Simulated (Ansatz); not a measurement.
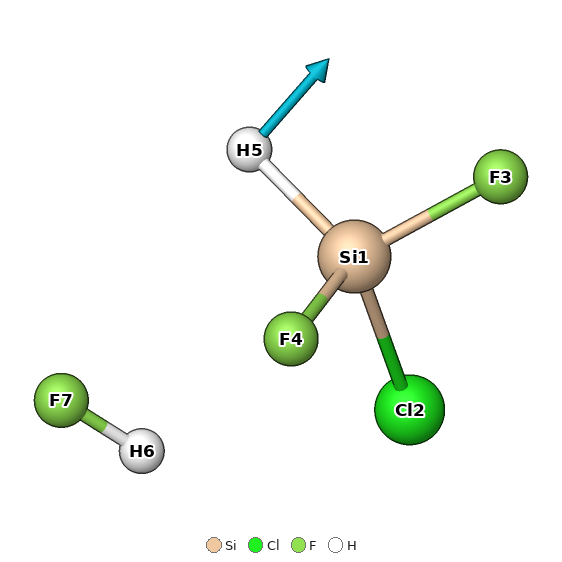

The arrows show one normal mode. Harmonic vibrations computed with RKS PBE0-D4/def2-TZVP (Ansatz 0.2.0) at a stationary point of the same level.

What kind of motion is it?

Mostly F–Si–H bending.

Estimate its harmonic wavenumber.

825 cm⁻¹; it is mode 11 of 15 counted from the lowest.
